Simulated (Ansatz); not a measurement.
# How Re absorbs and reflects light, part 2 of 2

What colour and refractive index does Re have at this level of theory?

Ansatz 0.2.0; DFT, r2SCAN, plane-wave PAW, default files, scalar-relativistic, independent-particle optical response without local fields.

So far. Step 2 (Ground state and bands): There are states at the Fermi level within the smearing, so the occupations stay smeared and the carriers get a Drude term. The cell is left with a pressure of -0.7 GPa, as it stands unrelaxed at this level.

## (3) Spectrum (continued)

The reflectivity at normal incidence has structure finer than the step of the table below, so its rows give means over 0.5 eV, whole bins alone (the curve runs from 0.3 to 14 eV). Peaks (eV: height): E ∥ x or y 2.80: 60.1, 3.30: 60.1, 5.00: 68.7, 11.70: 36.7; E ∥ z 3.30: 58.3, 6.20: 69.5, 9.45: 39.2, 10.70: 36.1, 12.25: 35.1.

The reflectivity at normal incidence by photon energy; means over each step:

| photon energy (eV) | E ∥ x or y (%) | E ∥ z (%) |
| --- | --- | --- |
| 1.0 | 80.5 | 89.7 |
| 1.5 | 59.2 | 72.5 |
| 2.0 | 51.7 | 60.3 |
| 2.5 | 54.8 | 58.0 |
| 3.0 | 56.9 | 52.5 |
| 3.5 | 57.3 | 54.8 |
| 4.0 | 52.4 | 50.3 |
| 4.5 | 60.4 | 51.5 |
| 5.0 | 68.0 | 54.4 |
| 5.5 | 66.5 | 58.9 |
| 6.0 | 64.2 | 67.8 |
| 6.5 | 62.9 | 66.4 |
| 7.0 | 64.2 | 61.9 |
| 7.5 | 66.3 | 59.6 |
| 8.0 | 64.0 | 59.8 |
| 8.5 | 58.2 | 51.4 |
| 9.0 | 47.9 | 35.4 |
| 9.5 | 43.3 | 36.8 |
| 10.0 | 32.9 | 31.6 |
| 10.5 | 20.3 | 33.4 |
| 11.0 | 27.8 | 34.5 |
| 11.5 | 35.6 | 30.7 |
| 12.0 | 33.8 | 31.9 |
| 12.5 | 31.2 | 32.8 |
| 13.0 | 29.9 | 28.0 |
| 13.5 | 25.4 | 25.4 |

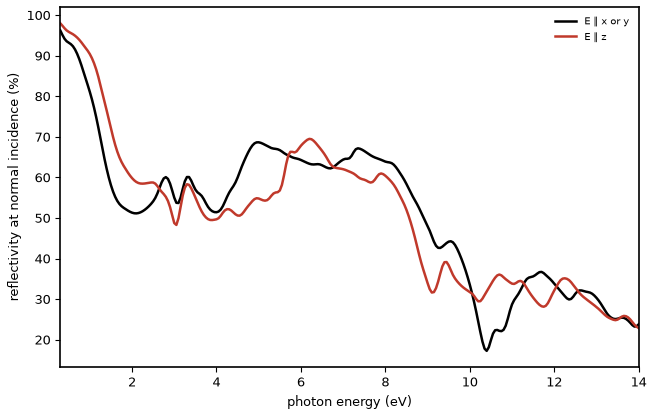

Reflectivity at normal incidence against photon energy.

The loss function −Im 1/ε at q → 0 has structure finer than the step of the table below, so its rows give means over 1 eV, whole bins alone (the curve runs from 0.3 to 14 eV). Peaks (eV: height): E ∥ x or y 10.2: 0.461, 13.8: 0.373; E ∥ z 9.0: 0.275, 10.2: 0.259, 11.6: 0.284.

The loss function −Im 1/ε at q → 0 by energy loss; means over each step:

| energy loss (eV) | E ∥ x or y | E ∥ z |
| --- | --- | --- |
| 1 | 0.0182 | 0.00907 |
| 2 | 0.0389 | 0.0390 |
| 3 | 0.0334 | 0.0484 |
| 4 | 0.0418 | 0.0571 |
| 5 | 0.0352 | 0.0522 |
| 6 | 0.0558 | 0.0456 |
| 7 | 0.0678 | 0.0793 |
| 8 | 0.0989 | 0.118 |
| 9 | 0.201 | 0.232 |
| 10 | 0.349 | 0.245 |
| 11 | 0.231 | 0.241 |
| 12 | 0.264 | 0.258 |
| 13 | 0.329 | 0.323 |

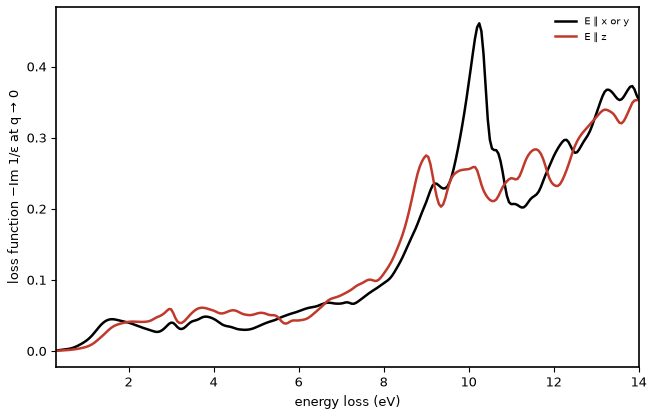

Loss function −Im 1/ε at q → 0, plotted against energy loss.

Values under 1 per cm are given as 1. The absorption coefficient by photon energy:

| photon energy (eV) | E ∥ x or y (1/cm) | E ∥ z (1/cm) |
| --- | --- | --- |
| 1.00 | 6.5e5 | 8.4e5 |
| 2.00 | 5.7e5 | 7.6e5 |
| 3.00 | 1.0e6 | 8.3e5 |
| 4.00 | 1.2e6 | 1.1e6 |
| 5.00 | 2.2e6 | 1.6e6 |
| 6.00 | 2.0e6 | 2.3e6 |
| 7.00 | 2.1e6 | 2.0e6 |
| 8.00 | 1.9e6 | 1.9e6 |
| 9.00 | 1.6e6 | 1.4e6 |
| 10.00 | 1.3e6 | 1.5e6 |
| 11.00 | 1.7e6 | 1.8e6 |
| 12.00 | 1.8e6 | 1.9e6 |
| 13.00 | 1.8e6 | 1.7e6 |
| 14.00 | 1.7e6 | 1.7e6 |

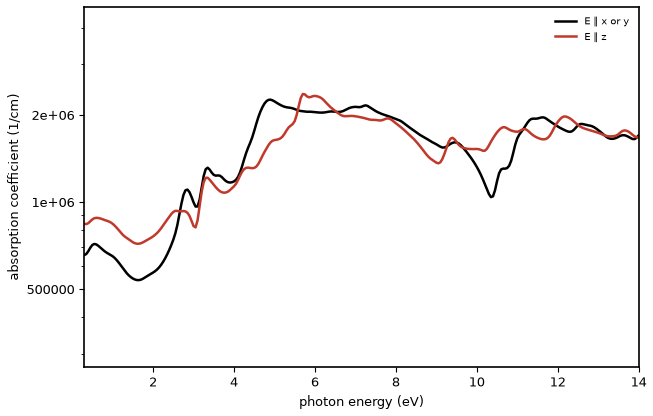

Absorption coefficient against photon energy.

Optical constants at common wavelengths, from n + ik = √ε:

| wavelength (nm) | n xy | k xy | R (%) xy | 1/α xy | n z | k z | R (%) z | 1/α z |
| --- | --- | --- | --- | --- | --- | --- | --- | --- |
| 1550 | 2.54 | 8.355 | 87.7 | 15 nm | 2.08 | 10.711 | 93.3 | 12 nm |
| 1064 | 2.58 | 5.208 | 74.1 | 16 nm | 1.87 | 6.751 | 86.1 | 13 nm |
| 405 | 3.91 | 3.114 | 53.7 | 10 nm | 3.40 | 2.673 | 48.7 | 12 nm |
| 365 | 3.54 | 3.767 | 59.3 | 7.7 nm | 2.93 | 3.477 | 57.4 | 8.4 nm |
| 308 | 3.66 | 2.912 | 51.5 | 8.4 nm | 3.13 | 2.810 | 49.8 | 8.7 nm |
| 248 | 2.45 | 4.403 | 68.7 | 4.5 nm | 2.91 | 3.236 | 54.8 | 6.1 nm |
| 193 | 1.49 | 3.162 | 63.3 | 4.9 nm | 1.27 | 3.239 | 67.6 | 4.7 nm |

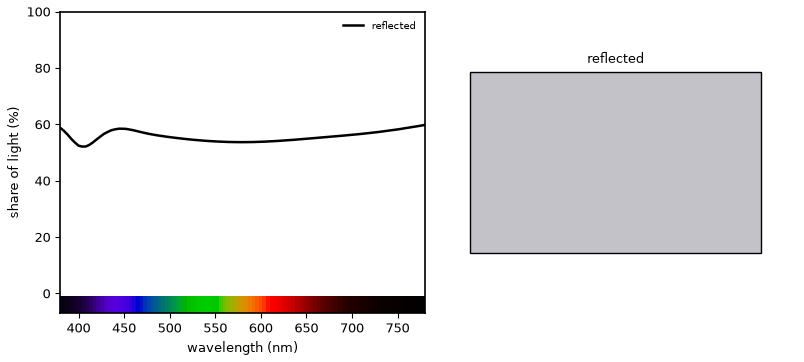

Light reflected across the visible range, with the colour that it makes of daylight (sRGB).

In reflection the computed colour is light grey: x = 0.308, y = 0.322, luminous reflectivity 54 %.

## (4) Outcome

```
gap on the path                                              : 0 eV
main peak of the optical conductivity above 1 eV, first axis : 4.64 eV
Drude plasma energy, first axis                              : 6.99 eV
```

At this level (r2SCAN, independent particles) Re is a metal with a Drude plasma energy of 7.0 eV along x, 7.0 eV along y and 8.8 eV along z; it reflects 52 % at 550 nm for E ∥ x. Along x the bare Drude plasma energy is 7.0 eV; Re ε first rises through zero at 1.59 eV, far lower, because interband transitions screen the carriers. Im ε is 22 there, so the loss peak at that energy is weak. In reflection the computed colour is light grey: x = 0.308, y = 0.322, luminous reflectivity 54 %. In the base run ε includes the program's bounded estimate of what the bands above those summed add. The carriers' damping of 0.05 eV is typed, not computed; at 0.8 eV the carriers give 11 % of Im ε along the first axis; the rest comes from the sum over bands, which at low energy also holds close bands and the noise of the mesh. Spin-orbit coupling is left out although heavy atoms are present. The Fermi-Dirac width of 0.05 eV acts as an electron temperature of 580 K in the carriers' term.

[Logs are printed without paths, hosts, clocks, repeated set-up lines and the standing remarks that a program may print on its own settings, such as how far it seeks lower states.]

[Hosts, paths, dates, database ids (printed as entryN), source tags and the programs' standing remarks are cut or masked in the printed files.]
